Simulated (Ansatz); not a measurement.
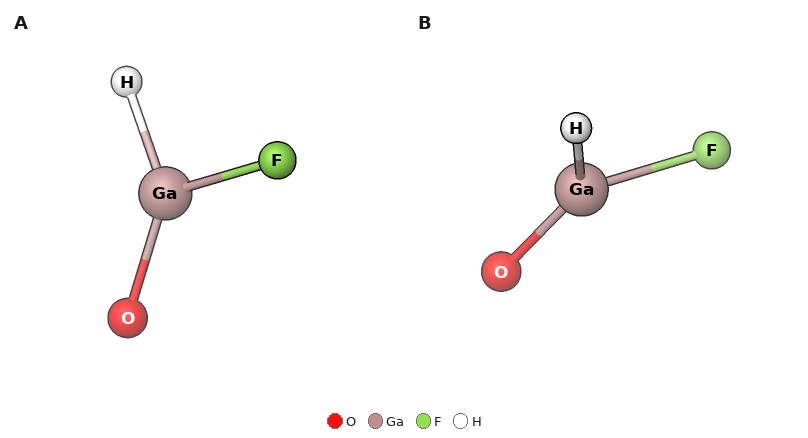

Distant atoms are faded towards the background colour. Charge −1, singlet. The computed structure is the end point of a PBE-D4/def2-SVPD optimisation. No frequency run is at hand to confirm it as a minimum.

### How are A and B related: the same structure turned, mirror images, conformers, diastereomers or constitutional isomers?

They are the same structure, FGaHO (charge −1), seen from two directions. With point group Cs it is achiral, so its mirror image would be the same too.
